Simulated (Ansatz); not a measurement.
**Sn: pressure series**

The reference is Sn in the diamond structure (space group Fd-3m, No. 227; a = 6.656 Å).

Cell and atoms are relaxed at each pressure.

All numbers come from PBE (Ansatz, a program for electronic structure; PAW; 420 eV plane waves; no SOC).

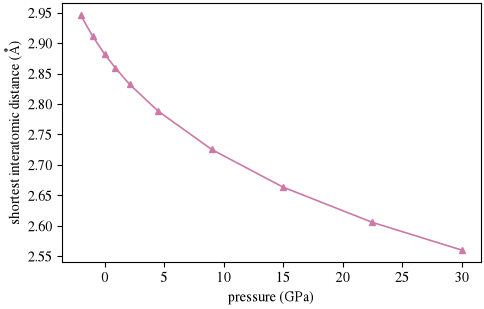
*Shortest interatomic distance against pressure*

**Question.** From the plot, what is the shortest interatomic distance for pressure 30 GPa?

**Answer.** About 2.56 Å.

**Question.** Is the trend monotonic over the range shown?

**Answer.** Yes, it falls throughout, spanning 256.0 pm to 294.6 pm.

Load acts through the strain it causes; cell and atoms are relaxed under it. Stability against distortions was not tested. Tetrahedral semiconductors of this kind turn to denser phases somewhere between about 1 and 50 GPa; those were not computed, so compressed cells here can lie past the real transition.
